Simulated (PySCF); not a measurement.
Input file:

```
{"job": {"kind": "nmr", "xc": "PBE0", "basis": "pcSseg-1"}, "charge": 0, "multiplicity": 1}
C      1.036550    -0.949360     1.458301
B      1.394339    -0.070729     0.186764
C      2.847606     0.572462     0.103323
N      0.465485     0.130798    -0.853491
C      0.883715     0.903611    -2.013823
Si    -1.171962    -0.494266    -0.847672
C     -2.118007     0.193905     0.633963
C     -3.631282     0.201563     0.660279
C     -3.070848    -0.673916     1.428074
H      1.773216    -1.741191     1.590100
H      0.056924    -1.416509     1.418645
H      1.076554    -0.346016     2.364448
H      3.419727     0.146355    -0.720696
H      3.426448     0.414260     1.010210
H      2.808533     1.646094    -0.076268
H      0.115286     0.897834    -2.782925
H      1.797316     0.487904    -2.441108
H      1.082126     1.941154    -1.735416
H     -1.798700    -0.047233    -2.100016
H     -1.155864    -1.964823    -0.850320
H     -1.621790     0.992403     1.189139
H     -4.494394     0.669825     0.257299
H     -3.125729    -1.467142     2.131268
```

Launched as:

```sh
OMP_NUM_THREADS=1 python probes_run.py task.json out
```

Geometry: GFN2-xTB.

These are results of PySCF 2.14.0, PBE0/pcSseg-1, SCF density, gas phase, non-relativistic, not measurements.

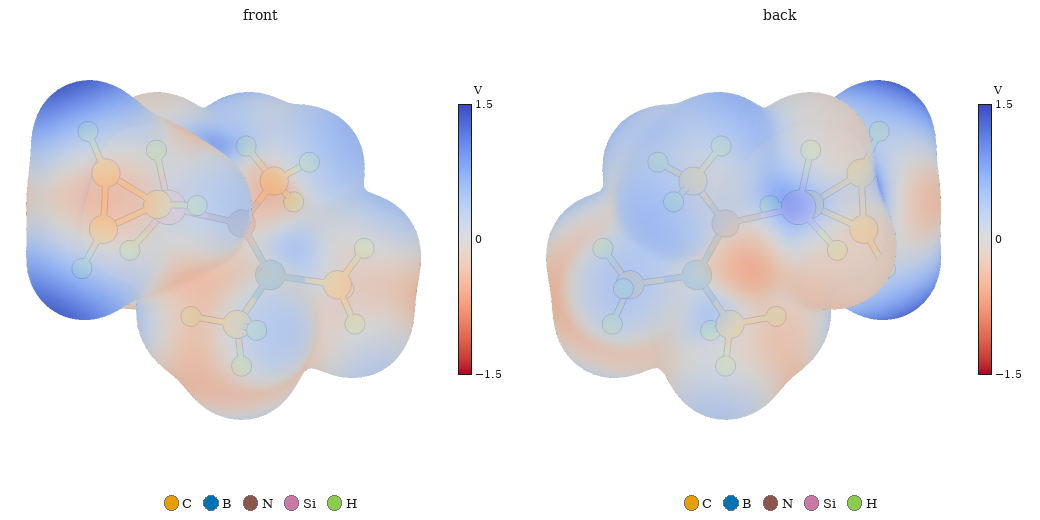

C$_{6}$H$_{14}$BNSi (SMILES CB(C)N(C)[SiH2]C1C=C1). The electrostatic potential painted on the density surface at 0.002 e/bohr³, seen from the front and from behind; the colour scale runs from red (negative) to blue (positive).

### Describe the electrostatic potential map.

The most negative region (about −0.5 V) lies over C3, N4, C8 and C9, the most positive (about +1.3 V) over H22 and H23.

### How polar is the molecule by this calculation?

Its dipole moment is 1.13 D.
